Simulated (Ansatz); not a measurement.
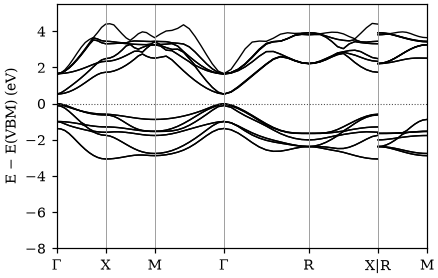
Figure. Band structure from plane-wave PAW r²SCAN with spin–orbit coupling (Ansatz code)

Q: Read off the gap and where the band edges lie.

A: About 0.5 eV (0.53 eV by a search for the band edges); maximum at Γ, minimum at Γ.

The material is Sr$_{3}$SbN (anti-perovskite, Pm-3m).

The first step of the workflow began from a Materials Project structure, measured or hypothetical; the Crystallography Open Database copy checked does not list it. Whether it is the stable phase at ambient conditions was not checked. The cell was relaxed with r²SCAN under the symmetry of its start; its stability against distortions is not shown here.

Potentials: the later of the program's two PAW sets.
